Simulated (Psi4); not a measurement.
**CH4AlClO (SMILES C[O][AlH][Cl]) at CCSD/STO-3G**

What is the energy change on altering one bond length of CH4AlClO at CCSD/STO-3G? 

Program for the calculation: Psi4 1.11.

### 1 The system as given

The species is CH4AlClO (8 atoms), meant as a singlet with charge 0. SMILES: `C[O][AlH][Cl]`. Geometry: relaxed at PBE0-D4/def2-TZVP. This is one conformer, not always the lowest.

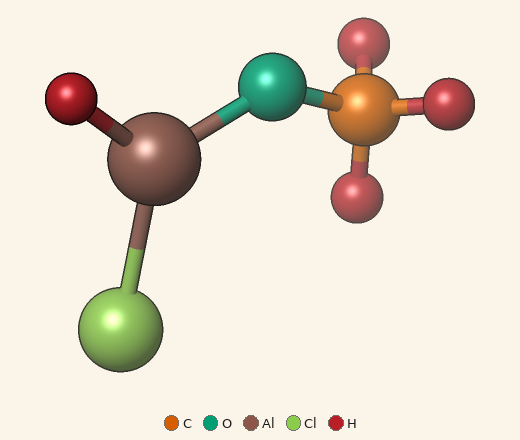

The structure, seen from a chosen angle (carbon orange, oxygen teal, aluminium brown, chlorine green, hydrogen red).

### 2 The energy at CCSD/STO-3G

File input.dat:

```
memory 1600 mb

molecule {
  0 1
  C      0.132200     1.250600     0.263000
  O      0.645300     0.052000    -0.246000
  Al     0.103400    -1.519700    -0.426600
  Cl    -1.829000    -2.007800     0.224400
  H      0.118400     2.012400    -0.522500
  H     -0.886500     1.136200     0.650000
  H      0.770200     1.612600     1.075000
  H      1.038000    -2.593300    -1.072900
  units angstrom
  symmetry c1
}

set {
  basis STO-3G
  reference rhf
  puream true
  scf_type pk
  num_frozen_docc 12
}

energy_value = energy("ccsd")
print_variables()
```

Run with:

```sh
psi4 -n 1 input.dat output.dat
```

output.dat:

```text
[...]
  Running in c1 symmetry.
[...]
  Nuclear repulsion =  196.040773346777712
[...]
  Multiplicity = 1
[...]
  Nalpha       = 24
  Nbeta        = 24
[...]
    Number of basis functions: 32
[...]
   @RHF iter   1:  -807.20690156303544   -2.80796e+00   1.05590e-02 DIIS/ADIIS
[...]
   @RHF iter  10:  -807.29823284557631   -3.52429e-12   8.65062e-09 DIIS
[...]
    Orbital Energies [Eh]
    ---------------------
    Doubly Occupied:
       1A   -103.579767     2A    -57.882786     3A    -20.166248
       4A    -11.091239     5A    -10.278298     6A     -7.721310
       7A     -7.717343     8A     -7.717075     9A     -4.804331
      10A     -3.033130    11A     -3.033054    12A     -3.032172
      13A     -1.238567    14A     -0.963156    15A     -0.868553
      16A     -0.584205    17A     -0.570145    18A     -0.545191
      19A     -0.461099    20A     -0.405342    21A     -0.373461
      22A     -0.358384    23A     -0.331232    24A     -0.328962
[...]
  @RHF Final Energy:  -807.29823284557631
   => Energetics <=
    Nuclear Repulsion Energy =            196.0407733467777120
    One-Electron Energy =               -1512.5079174263810273
    Two-Electron Energy =                 509.1689112340269503
    Total Energy =                       -807.2982328455763081
[...]
 Multipole Moments:
 ------------------------------------------------------------------------------------
     Multipole            Electronic (a.u.)      Nuclear  (a.u.)        Total (a.u.)
 ------------------------------------------------------------------------------------
 L = 1.  Multiply by 2.5417464519 to convert [e a0] to [Debye]
 Dipole X            :         -2.7325553            3.5374040            0.8048487
 Dipole Y            :         -6.8906600            7.1758341            0.2851741
 Dipole Z            :         -0.6485425            0.3982387           -0.2503038
 Magnitude           :                                                    0.8898076
[...]
      * MP2 total energy                      = -807.416486313877499
[...]
      * CCSD total energy                     = -807.450908033920996
[...]
```

It took 3.6 s on 1 thread of Intel Xeon 6975P-C (Granite Rapids), shared host; peak memory 0.19 GiB.

### 3 The distorted shape, same level

File ch4alclo.inp:

```
memory 1600 mb

molecule system {
  C     -0.054709     1.465308     0.392253
  O      0.458391     0.266708    -0.116747
  Al    -0.083509    -1.304992    -0.297347
  Cl    -2.015909    -1.793092     0.353653
  H     -0.068509     2.227108    -0.393247
  H     -1.073409     1.350908     0.779253
  H      0.583291     1.827308     1.204253
  H      1.038000    -2.593300    -1.072900
  symmetry c1
}

set {
  puream          true
  scf_type        pk
  num_frozen_docc 12
}

energy('ccsd/STO-3G')
```

Run with:

```sh
psi4 ch4alclo.inp ch4alclo.out -n 1
```

ch4alclo.out:

```text
[...]
  Running in c1 symmetry.
[...]
  Nuclear repulsion =  194.892415316106252
[...]
  Multiplicity = 1
[...]
  Nalpha       = 24
  Nbeta        = 24
[...]
    Number of basis functions: 32
[...]
   @RHF iter   1:  -807.13894026782032   -2.80956e+00   1.11664e-02 ADIIS/DIIS
[...]
   @RHF iter  11:  -807.24703539078394    9.09495e-13   1.80432e-09 DIIS
[...]
    Orbital Energies [Eh]
    ---------------------
    Doubly Occupied:
       1A   -103.585565     2A    -57.890926     3A    -20.169949
       4A    -11.093664     5A    -10.283688     6A     -7.726721
       7A     -7.722700     8A     -7.722444     9A     -4.811568
      10A     -3.040244    11A     -3.040219    12A     -3.038783
      13A     -1.241514    14A     -0.966641    15A     -0.870635
      16A     -0.585402    17A     -0.572282    18A     -0.540565
      19A     -0.449415    20A     -0.385510    21A     -0.377010
      22A     -0.340004    23A     -0.331937    24A     -0.331318
[...]
  @RHF Final Energy:  -807.24703539078394
   => Energetics <=
    Nuclear Repulsion Energy =            194.8924153161062520
    One-Electron Energy =               -1510.0414929339931405
    Two-Electron Energy =                 507.9020422271028679
    Total Energy =                       -807.2470353907840490
[...]
 Multipole Moments:
 ------------------------------------------------------------------------------------
     Multipole            Electronic (a.u.)      Nuclear  (a.u.)        Total (a.u.)
 ------------------------------------------------------------------------------------
 L = 1.  Multiply by 2.5417464519 to convert [e a0] to [Debye]
 Dipole X            :         -2.9847307            3.7087933            0.7240626
 Dipole Y            :         -6.6108774            6.9789540            0.3680767
 Dipole Z            :         -0.4766612            0.2797180           -0.1969432
 Magnitude           :                                                    0.8357833
[...]
      * MP2 total energy                      = -807.372123078578738
[...]
      * CCSD total energy                     = -807.411753715433406
[...]
```

It took 3.6 s on 1 thread of Intel Xeon 6975P-C (Granite Rapids), shared host; peak memory 0.19 GiB.

### 4 Summary of results

Level: CCSD/STO-3G, 12 core orbitals frozen.

```
                                                          quantity          value
                                         first shape: total energy  -807.45091 Eh
                  first shape: HOMO energy (Hartree–Fock orbitals)       -8.95 eV
                  first shape: LUMO energy (Hartree–Fock orbitals)        8.52 eV
                first shape: HOMO–LUMO gap (Hartree–Fock orbitals)       17.47 eV
         first shape: correlation energy (12 core orbitals frozen)     -152.7 mEh
                                        first shape: T1 diagnostic          0.015
                                     distorted shape: total energy  -807.41175 Eh
              distorted shape: HOMO energy (Hartree–Fock orbitals)       -9.02 eV
              distorted shape: LUMO energy (Hartree–Fock orbitals)        7.66 eV
            distorted shape: HOMO–LUMO gap (Hartree–Fock orbitals)       16.67 eV
     distorted shape: correlation energy (12 core orbitals frozen)     -164.7 mEh
                                    distorted shape: T1 diagnostic          0.015
energy change with the Al3–H8 bond stretched from 1.563 to 1.876 Å       1.065 eV
```

With the Al3–H8 bond stretched from 1.563 to 1.876 Å the energy rises by 1.07 eV (103 kJ/mol). The first shape isn't relaxed at this level, so the change isn't measured from a minimum. The minimal basis adds a large error of its own.
